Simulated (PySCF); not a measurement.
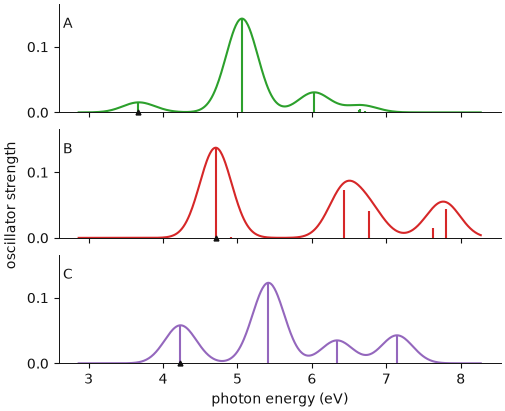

Vertical TDDFT spectra of C₃H₅GaO₂, SMILES C1=C[O][GaH2-][O+]=C1, singlet at one geometry and several levels (PySCF, at a PBE0-D3(BJ)/def2-SVP geometry (no frequency check)); sticks with Gaussians of 1/e half-width 0.30 eV, the triangle marks S1, which has the same leading orbital pair at all these levels. Only the lowest states were computed, so the high end is incomplete.

The levels are B3LYP/def2-SVPD, BHandHLYP/def2-SVPD and PBE/def2-SVPD. Which panel is which?

A: PBE/def2-SVPD (S1 at 3.67 eV); B: BHandHLYP/def2-SVPD (S1 at 4.71 eV); C: B3LYP/def2-SVPD (S1 at 4.23 eV).

Limits of at least one run: core orbitals are frozen in the response; states above the negative HOMO energy depend on the basis.
